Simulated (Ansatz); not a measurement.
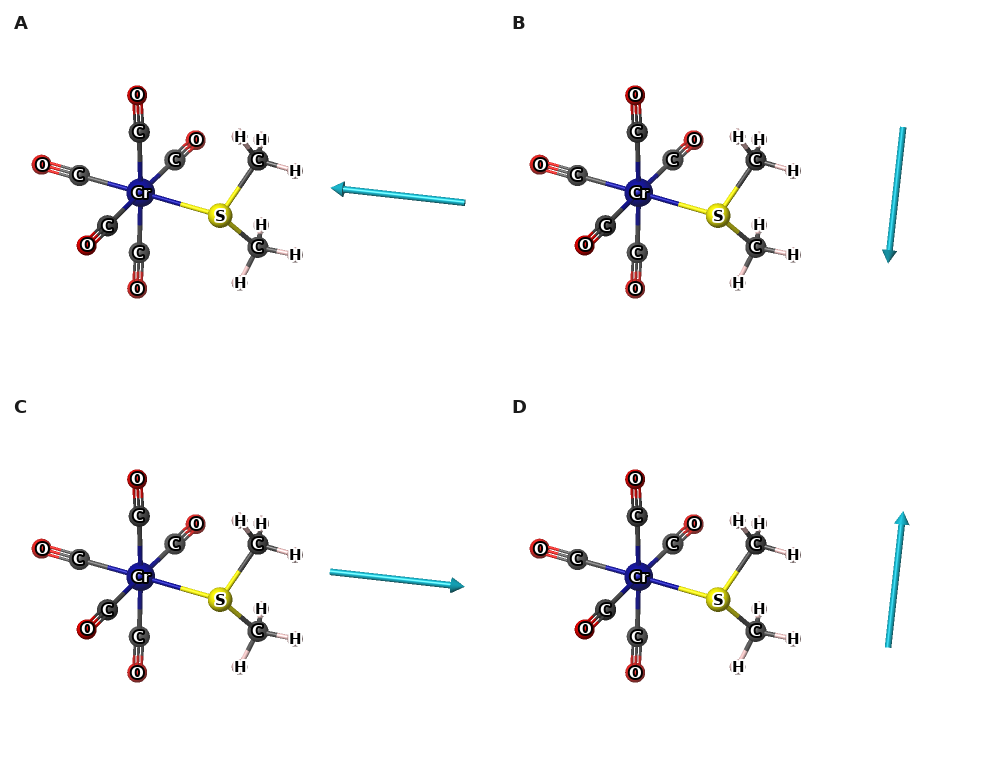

The same molecule four times, each with an arrow. Charge 0, singlet. The computed structure is the end point of a PBE0-D4/def2-TZVP optimisation. No frequency run is at hand to confirm it as a minimum. Method: RKS ωB97M-V/def2-TZVPP (Ansatz 0.2.0).

### Which arrow points along the dipole moment, from the negative to the positive end?

C. The dipole moment is 4.97 D.
